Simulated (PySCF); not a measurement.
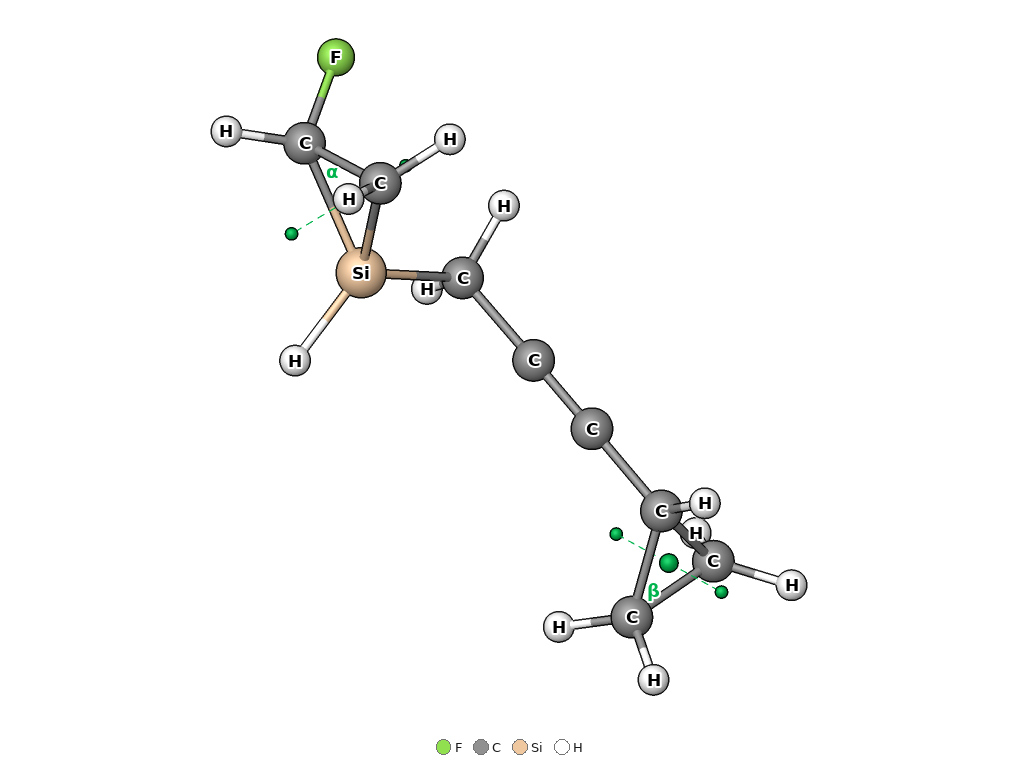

The small points mark where nucleus-independent chemical shifts (NICS) were computed: at the centre of each lettered ring and 1 Å above and below it. The geometry was computed by an optimisation with GFN2-xTB. No frequency run is at hand to confirm it as a minimum. Method: GIAO PBE0/pcSseg-1 NMR shielding, non-relativistic, gas phase (PySCF 2.14.0).

Give NICS(0), NICS(1) and the out-of-plane component NICS(1)zz for each ring (means of the two sides).

| ring | members | NICS(0) | NICS(1) | NICS(1)zz |
| --- | --- | --- | --- | --- |
| α | C2Si | −20.5 | −7.0 | −12.6 |
| β | C3 | −43.8 | −8.6 | −22.9 |

Values in ppm.

The geometry is semi-empirical. Around Si such bond lengths and angles can be off by a tenth of an ångström or more and by several degrees, and values that hang on the shape move with them.
